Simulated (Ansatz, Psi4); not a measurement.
Interaction energy of H3N ··· HCl (SMILES N and Cl). Monomers: optimised at B3LYP-D3(BJ) (def2-TZVP), held rigid. Orientation: a higher rigid-body minimum at GFN2-xTB. R is the distance of the centres of mass, along which the second monomer moves.

Geometry at R = 3.26 Å (first 4 atoms: monomer A):
```
6

N      0.0010    -0.0013     0.2791
H     -0.4513     0.8284    -0.0877
H     -0.4919    -0.8041    -0.0950
H      0.9422    -0.0230    -0.0964
Cl    -0.3221    -2.1844     2.6532
H     -0.2211    -1.1875     1.8534
```

- SAPT0/jun-cc-pVDZ, frozen core (Psi4)
- PBE/def2-TZVP, counterpoise-corrected (Psi4)
- revPBE/def2-TZVP, counterpoise-corrected (Psi4)
- wB97X-V/def2-TZVP, counterpoise-corrected (Psi4)
- CCSD(T)/aug-cc-pVTZ = CCSD(T) on RHF/aug-cc-pVTZ, frozen core, counterpoise-corrected in Ansatz (a program for electronic structure)

Cost and agreement with CCSD(T)/aug-cc-pVTZ over the 12 points of the scan, with CCSD(T)/aug-cc-pVTZ as yardstick. Costs are rough ratios of core time within Psi4 on shared cores, each with its mean field (Kohn-Sham runs search longer for lower solutions than correlated ones do); the miss is the largest difference from CCSD(T) of the interaction energy, in kcal/mol.

Which is the cheapest of these levels that stays within 1.9 kcal/mol of CCSD(T)/aug-cc-pVTZ?

revPBE/def2-TZVP.

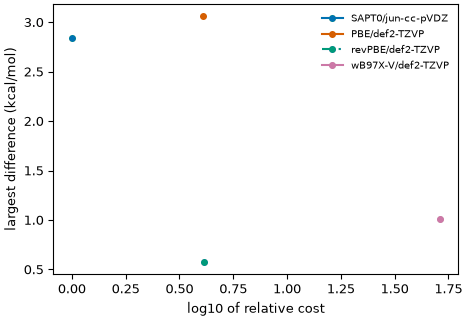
Figure: Miss against cost, one point a level.

```csv
level,relative cost,largest difference
SAPT0/jun-cc-pVDZ,1,2.84
PBE/def2-TZVP,4,3.06
revPBE/def2-TZVP,4,0.58
wB97X-V/def2-TZVP,50,1.01
```

Costs within a factor of two of each other count as equal.
